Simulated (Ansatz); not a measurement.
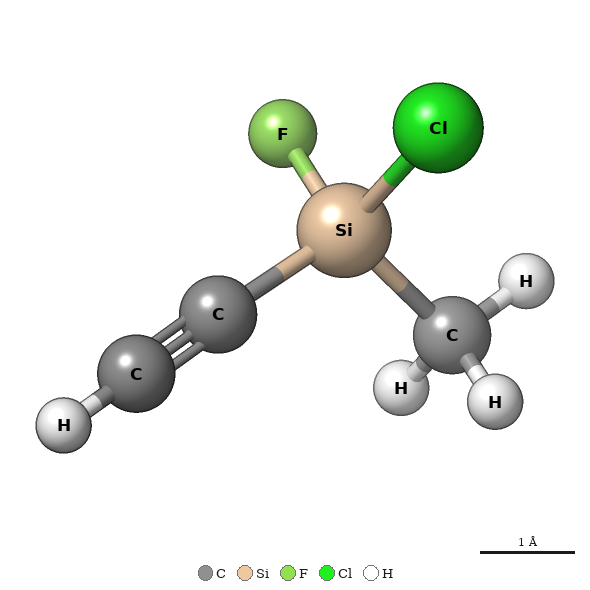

Multiple sticks mark multiple bonds (one Kekulé form).

Identify the structure.

Formula C₃H₄ClFSi. SMILES: `C#C[Si@@](C)(F)Cl`. It has no ring. Among its groups: alkyne. The point group is C1. Coordination: 2 C linear; 1 Si tetrahedral; 1 C tetrahedral.

The parts below concern this one geometry. Atoms keep their numbers from picture to picture. The computed structure is the end point of a PBE0-D4/def2-TZVP optimisation.

### Geometry

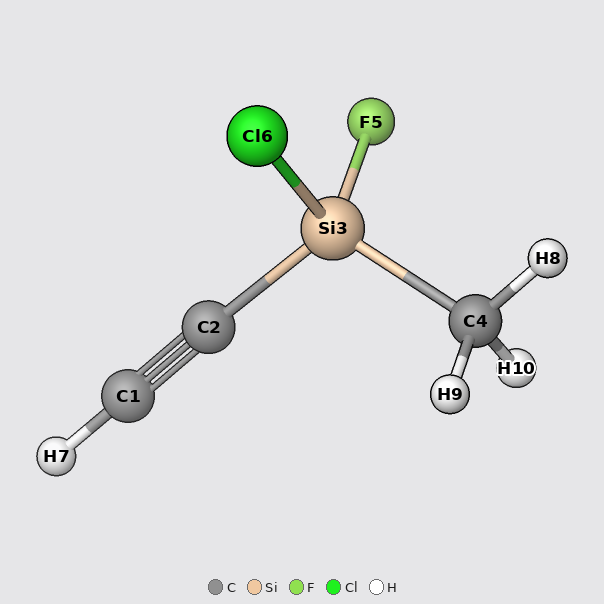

Numbered structure.

List the bonds and their lengths.

```csv
bond,length (Å),order
C1–C2,1.205,triple
C1–H7,1.066,single
C2–Si3,1.814,single
Si3–C4,1.839,single
Si3–F5,1.590,single
Si3–Cl6,2.041,single
C4–H8,1.092,single
C4–H9,1.092,single
C4–H10,1.093,single
```

### Charges

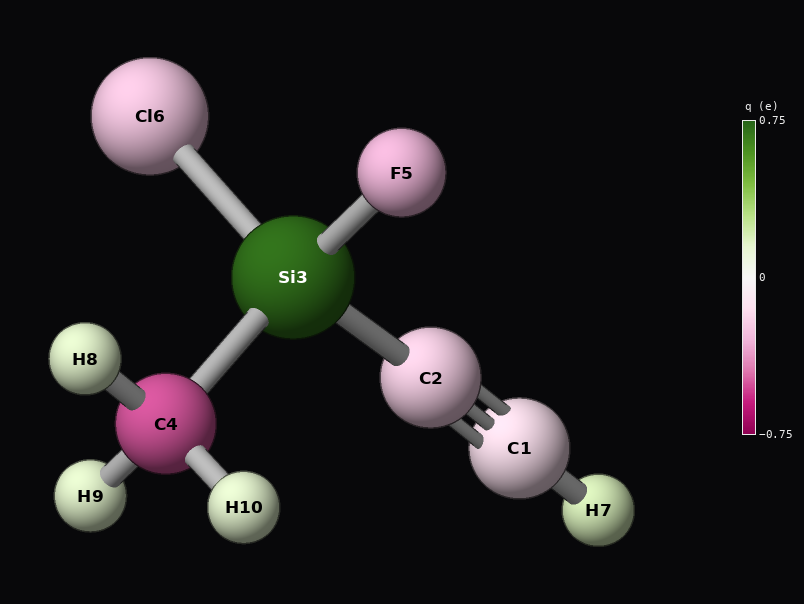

Atoms are coloured by their Mulliken charges. Properties computed with RKS PBE0-D4/def2-TZVP (Ansatz 0.2.0).

> Which atom carries the highest charge (most positive or least negative)?

Si3 (0.70 e).

> And the lowest?

C4 (−0.50 e).

Give the Mulliken charges atom by atom.

| atom | value (e) |
| --- | --- |
| C1 | −0.14 |
| C2 | −0.20 |
| Si3 | 0.70 |
| C4 | −0.50 |
| F5 | −0.29 |
| Cl6 | −0.23 |
| H7 | 0.19 |
| H8 | 0.16 |
| H9 | 0.15 |
| H10 | 0.15 |

### Vibrations

Harmonic vibrations computed with RKS PBE0-D4/def2-TZVP (Ansatz 0.2.0) at a stationary point of the same level.

> List the wavenumbers.

24 modes: 110, 125, 154, 192, 240, 260, 352, 376, 516, 642, 739, 747, 756, 799, 817, 927, 1285, 1440, 1442, 2173, 3058, 3147, 3151, 3464 cm⁻¹.

### Electronic properties

Properties computed with RKS PBE0-D4/def2-QZVPP (Ansatz 0.2.0).

Computed properties:

- HOMO energy (Kohn–Sham orbital): −8.69 eV
- LUMO energy (Kohn–Sham orbital): −0.61 eV
- HOMO–LUMO gap: 8.08 eV
- dispersion correction: −21.6 kJ/mol

Mulliken values depend strongly on the basis set and can even reverse the polarity of a bond.
